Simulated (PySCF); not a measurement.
## What a change does: excited-state calculation on C₂H₉GeN

System: C₂H₉GeN, SMILES C[NH][GeH2][CH3].
Method of run 1: TDDFT PBE0/def2-SVP, vertical, gas phase, core orbitals frozen in the response (PySCF 2.14.0).

The geometry comes from this level: PBE0-D3(BJ)/def2-SVP. Text and figures count atoms from 1; the logs count them from 0 in places.

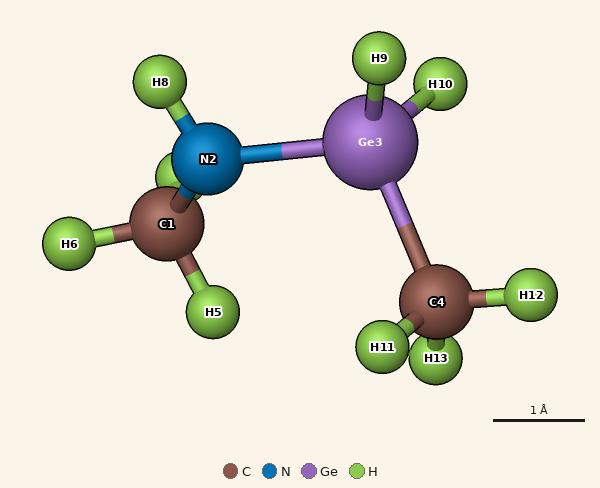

**Figure 1.** The structure (ball-and-stick view, seen at a tilt; atoms are numbered from 1 in the order of the input). Sticks mark near contacts.

**Input, run 1**
```
{"job": {"kind": "uv", "xc": "PBE0", "basis": "def2-SVP"}, "charge": 0, "multiplicity": 1}
C      1.633897     0.682442     0.344242
N      0.870265    -0.503332     0.652050
Ge    -0.687341    -0.867380    -0.255564
C     -1.986574     0.514211     0.187202
H      0.973774     1.565369     0.336664
H      2.393886     0.873154     1.121577
H      2.160142     0.666125    -0.633429
H      1.460910    -1.319264     0.780507
H     -1.138688    -2.258002     0.234018
H     -0.491352    -0.912760    -1.797695
H     -2.063185     0.613413     1.279412
H     -2.975944     0.259980    -0.219917
H     -1.682433     1.483987    -0.233524
```

The first line tells a small driver script what to run in PySCF; the rest is the geometry in Å.

Launched with:
```bash
OMP_NUM_THREADS=1 python <driver script> task.json out
```

Hardware: 1 CPU thread, shared host.

**Output (run 1)**
```
coarse grid: 45144 points
cycle   1  E = -2212.5402717047  dE = -5.601e-01  |g| = 5.305e-01  |ddm| = 3.359e+00
cycle   2  E = -2212.5006769429  dE =  3.959e-02  |g| = 6.845e-01  |ddm| = 1.069e+00
cycle   3  E = -2212.5922838006  dE = -9.161e-02  |g| = 7.135e-02  |ddm| = 6.737e-01
cycle   4  E = -2212.5932980674  dE = -1.014e-03  |g| = 2.512e-02  |ddm| = 8.485e-02
cycle   5  E = -2212.5934292305  dE = -1.312e-04  |g| = 3.758e-03  |ddm| = 2.605e-02
cycle   6  E = -2212.5934329819  dE = -3.751e-06  |g| = 1.172e-03  |ddm| = 4.932e-03
final grid: 94800 points
cycle   7  E = -2212.5934109824  dE =  9.168e-08  |g| = 1.315e-03  |ddm| = 2.142e-03
cycle   8  E = -2212.5934107986  dE =  1.838e-07  |g| = 1.540e-03  |ddm| = 2.457e-03
cycle   9  E = -2212.5934113743  dE = -5.758e-07  |g| = 7.399e-05  |ddm| = 1.382e-03
cycle  10  E = -2212.5934113752  dE = -8.354e-10  |g| = 7.722e-06  |ddm| = 5.154e-05
converged SCF energy = -2212.5934113752

Static polarisability (au): isotropic 56.754, principal 51.184 56.277 62.800

Singlet excitations
state   eV       nm        f      main configurations
  1   6.1893    200.3   0.01013   H->L 0.97
  2   6.7173    184.6   0.03144   H->L+1 0.95
  3   7.5425    164.4   0.01734   H->L+2 0.51, H->L+3 0.41
  4   7.8037    158.9   0.00657   H->L+2 0.42, H->L+3 0.39, H->L+5 0.12
  5   8.0106    154.8   0.06195   H->L+4 0.90
  6   8.1481    152.2   0.06805   H->L+5 0.71, H->L+3 0.18
  7   8.6749    142.9   0.01068   H->L+6 0.89
  8   8.8330    140.4   0.01291   H-1->L 0.91
  9   9.0005    137.8   0.01994   H-2->L 0.81, H-2->L+1 0.10
 10   9.0797    136.6   0.02667   H->L+7 0.73, H-1->L+1 0.15

Triplet excitations (Tamm-Dancoff, eV): 5.7054 6.5127 7.2271 7.2898
```

Run 2 used a changed input.

**The two runs side by side**

```csv
quantity,run 1,run 2
outcome,converged,converged
total energy (hartree),−2212.593411,−2212.657081
HOMO (eV),−6.30,−6.17
LUMO (eV),1.42,1.30
dipole moment (D),0.43,0.43
lowest excitation (eV),6.19,6.03
SCF iterations,10,10
strongest computed line (eV),8.15,9.28
basis functions,119,92
wall time (shared host),12 s,8.9 s
```

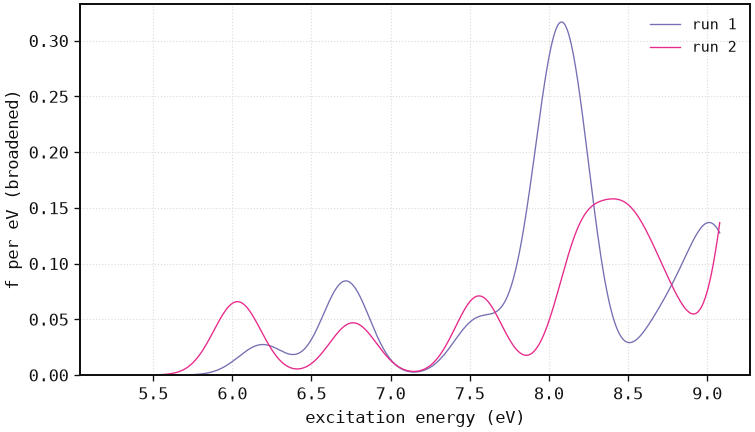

**Figure 2.** Absorption of the two runs from their computed states, each broadened by a Gaussian of 0.35 eV full width; the range ends where the shorter list of states ends.

Which change of the input explains these differences?

The change (lines with − go, lines with + come):
```diff
-"basis": "def2-SVP"
+"basis": "6-31G*"
```

The total energy of run 2 is 40.0 kcal/mol lower, which measures the change of basis and not a stability. The HOMO goes from −6.30 to −6.17 eV. The LUMO goes from 1.42 to 1.30 eV. The lowest excitation goes from 6.19 to 6.03 eV. The strongest computed line goes from 8.15 to 9.28 eV. The number of SCF iterations is the same. The basis functions go from 119 to 92.

**Output (run 2)**
```
coarse grid: 45144 points
cycle   1  E = -2212.5991048959  dE = -5.265e-01  |g| = 5.579e-01  |ddm| = 3.065e+00
cycle   2  E = -2212.5563166721  dE =  4.279e-02  |g| = 7.181e-01  |ddm| = 1.014e+00
cycle   3  E = -2212.6559199221  dE = -9.960e-02  |g| = 7.184e-02  |ddm| = 6.331e-01
cycle   4  E = -2212.6569567120  dE = -1.037e-03  |g| = 2.459e-02  |ddm| = 7.802e-02
cycle   5  E = -2212.6570849434  dE = -1.282e-04  |g| = 3.649e-03  |ddm| = 2.386e-02
cycle   6  E = -2212.6570886408  dE = -3.697e-06  |g| = 9.074e-04  |ddm| = 4.659e-03
final grid: 94800 points
cycle   7  E = -2212.6570811631  dE =  3.203e-08  |g| = 9.715e-04  |ddm| = 1.548e-03
cycle   8  E = -2212.6570810695  dE =  9.365e-08  |g| = 1.120e-03  |ddm| = 1.647e-03
cycle   9  E = -2212.6570813773  dE = -3.078e-07  |g| = 6.100e-05  |ddm| = 9.366e-04
cycle  10  E = -2212.6570813778  dE = -5.798e-10  |g| = 6.412e-06  |ddm| = 3.896e-05
converged SCF energy = -2212.6570813778

Static polarisability (au): isotropic 54.032, principal 48.277 53.276 60.542

Singlet excitations
state   eV       nm        f      main configurations
  1   6.0319    205.5   0.02452   H->L 0.93
  2   6.7623    183.3   0.01746   H->L+1 0.94
  3   7.5582    164.0   0.02644   H->L+2 0.95
  4   8.1953    151.3   0.04074   H->L+3 0.77, H->L+4 0.17
  5   8.4109    147.4   0.01851   H->L+4 0.77, H->L+3 0.17
  6   8.4905    146.0   0.02382   H->L+5 0.91
  7   8.6537    143.3   0.02005   H-1->L 0.92
  8   8.8257    140.5   0.01129   H-2->L 0.96
  9   9.2324    134.3   0.01341   H->L+6 0.77, H->L+7 0.08
 10   9.2801    133.6   0.09947   H-1->L+1 0.85

Triplet excitations (Tamm-Dancoff, eV): 5.5334 6.5692 7.2943 7.6512
```

For both runs: Spin–orbit coupling is left out, which matters for the heavy atoms.
